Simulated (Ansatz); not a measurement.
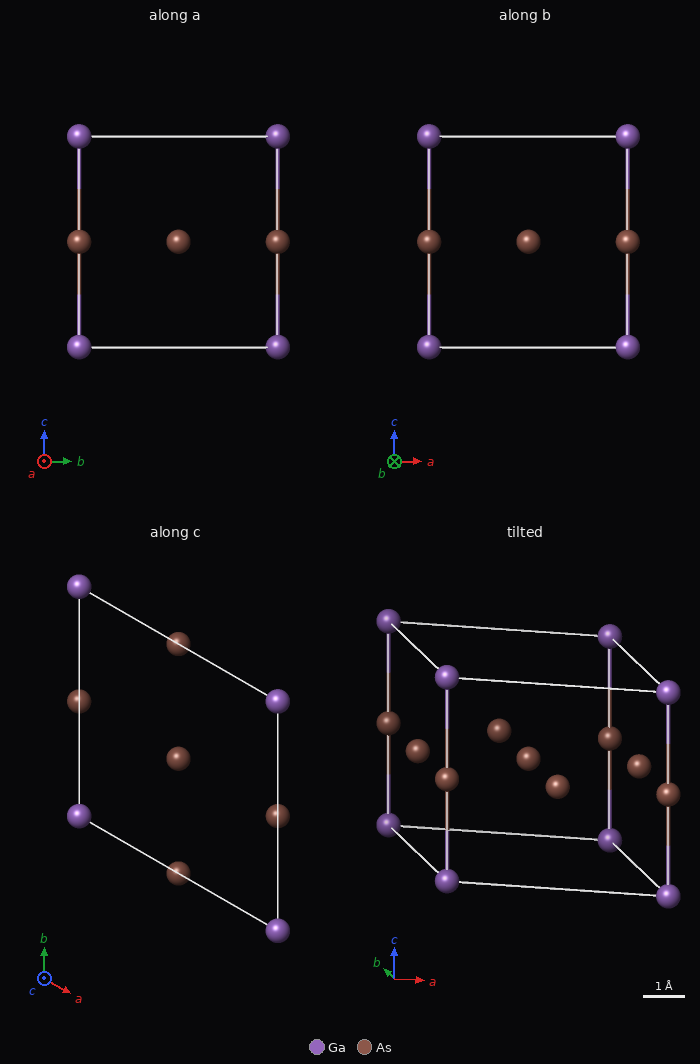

Crystal structure, ball-and-stick style, seen along the a axis, along the b axis, along the c axis and slightly off an axis. The edges of the conventional unit cell are marked.

Lattice parameters: a = 5.613 Å, b = 5.613 Å, c = 5.155 Å, α = 90.00°, β = 90.00°, γ = 120.00°.

### From the views, write a table of Wyckoff sites.

Space group P6/mmm (No. 191).
| atom | site | x | y | z |
| --- | --- | --- | --- | --- |
| Ga | 1a | 0.0000 | 0.0000 | 0.0000 |
| As | 3g | 0.5000 | 0.0000 | 0.5000 |
| As | 1b | 0.0000 | 0.0000 | 0.5000 |

The model was built from a random cell made by a generator, so it need not be a real form of the compound. It is drawn as it came out of a relaxation with DFT PBE, scalar-relativistic, plane waves, PAW in Ansatz 0.2.0.
